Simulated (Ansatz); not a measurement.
# Scan of one atom of the cell for CoSn (CoSn type, space group P6/mmm)

Relaxed CoSn (CoSn type, space group P6/mmm):

```
CELL_PARAMETERS angstrom
      5.29399     0.00000     0.00000
     -2.64700     4.58473     0.00000
      0.00000     0.00000     4.23543
ATOMIC_POSITIONS crystal
  Co 0.50000 0.00000 0.00000
  Co 0.50000 0.50000 0.00000
  Co 0.00000 0.50000 0.00000
  Sn 0.00000 0.00000 0.00000
  Sn 0.33333 0.66667 0.50000
  Sn 0.66667 0.33333 0.50000
```

In this cell atom 1 (Co, nearest neighbour Sn at 2.612 Å; its periodic images, 4.2 Å or more away, move with it) is moved by s towards the nearest neighbour, unit vector (0.000, 0.585, 0.811); all other atoms and the cell stay fixed.

All values below come from PBE (plane waves to 420 eV, PAW, scalar-relativistic; Ansatz, a first-principles code). k mesh 8×8×9 (Γ-centred), Fermi-Dirac smearing 0.05 eV. Energies are smeared free energies. With partly filled bands, energies and forces of such displacements shift with the k mesh and the smearing. CoSn is run without spin polarisation. CoSn was relaxed with its symmetry unable to fall. The zero of ΔE is the undisplaced structure.

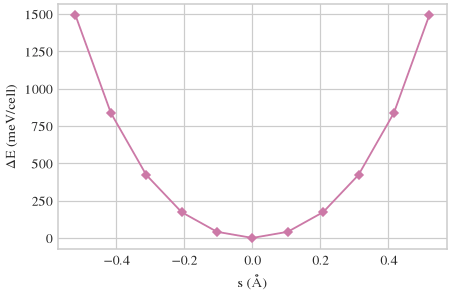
Figure. ΔE (meV/cell) against s (Å); markers are the computed points, lines only join them.

The force constant k = d²E/ds² at s = 0 (finite differences) is 7.44 eV/Å² and the energy at s = 0.520 Å is 1491 meV/cell. Harmonic estimate at the end of the scan: ½ks² = 1005 meV/cell against the computed 1491 meV/cell, so the well is stiffer than harmonic there. Symmetry of the curve: even: the same for both signs. Shape of the curve: a single well with its minimum at or next to zero displacement.

With its periodic images moving along, the atom's site symmetry in this cell is mmm.

(A displaced cell: forces are minus the slopes of the energy, force constants its curvatures, and phonons follow from these.)
